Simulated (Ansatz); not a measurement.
CaB6 (space group Pm-3m)

```
CaB6
1.0
    4.13683     0.00000     0.00000
    0.00000     4.13683     0.00000
    0.00000     0.00000     4.13683
Ca B
1 6
Direct
  0.00000   0.00000   0.00000
  0.20192   0.50000   0.50000
  0.79808   0.50000   0.50000
  0.50000   0.20192   0.50000
  0.50000   0.79808   0.50000
  0.50000   0.50000   0.20192
  0.50000   0.50000   0.79808
```

E(V) scan at fixed shape, V₀ the volume above. The atoms relax within the cell's symmetry.

Method: r2SCAN (plane waves to 500 eV, PAW, scalar-relativistic; Ansatz, a first-principles code). k mesh 8×8×8 (Γ-centred), Fermi-Dirac smearing 0.05 eV. Energies are smeared free energies. CaB6 was relaxed with its symmetry unable to fall. The zero of ΔE is the relaxed starting cell.

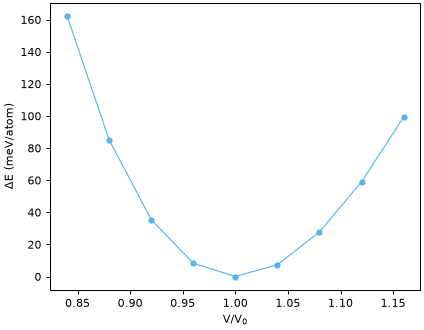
ΔE (meV/atom) against V/V₀; computed points joined by lines.

What is ΔE at V/V₀ = 1.160?

About 99 meV/atom.

What is ΔE at V/V₀ = 0.840?

About 160 meV/atom.

What bulk modulus B₀ follows from a third-order Birch-Murnaghan fit?

About 150 GPa.

(A scan under strain: stresses follow from slopes of the energy per volume, elastic moduli from its curvatures.)
